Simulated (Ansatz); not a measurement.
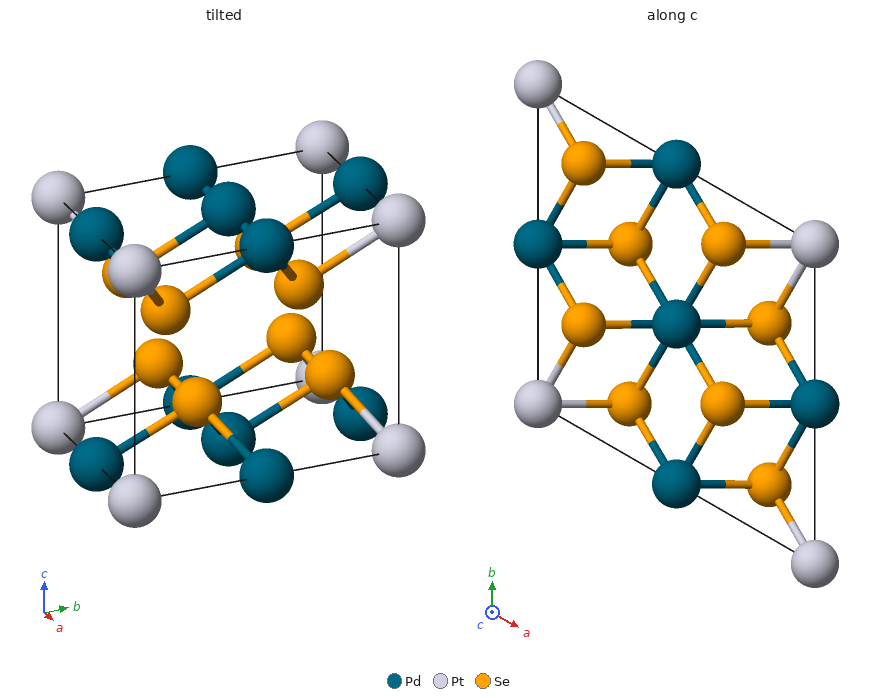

The figure gives a ball-and-stick picture of the atoms, viewed slightly off an axis and along the c axis. Lines trace the edges of the conventional unit cell.

Pd₃PtSe₈, space group P-3m1 (No. 164), a = 7.601 Å, b = 7.601 Å, c = 5.008 Å, α = 90.00°, β = 90.00°, γ = 120.00°. The initial geometry was a structure type filled with these elements by a generator (whether the compound takes this form wasn't checked). Earlier steps of the study may have refined or changed the cell and positions. A calculation with Ansatz used it as input.

This one geometry was computed with Ansatz (DFT, plane waves, PAW) at three levels of theory: r2SCAN, PBEsol and PBE.

Question: Which level gives the highest pressure at this volume, and what does that say about its equilibrium volume?

Answer: Highest: PBE (0.0 GPa), which points to the largest equilibrium volume. Lowest, with the smallest volume: PBEsol (-4.8 GPa). Levels within 0.5 GPa of each other can't be told apart.

Question: How does the band gap change with the level of theory?

Answer: All levels give a metal.

Question: Collect the results in a table.

Answer:
| level | cutoff (eV) | k-mesh of the run's cell | gap (eV) | pressure (GPa) |
| --- | --- | --- | --- | --- |
| r2SCAN | 500 | 6×6×8 | metal | -2.0 |
| PBEsol | 420 | 6×6×8 | metal | -4.8 |
| PBE | 420 | 6×6×8 | metal | 0.0 |

Gaps are taken on the k-mesh or band path of each run.
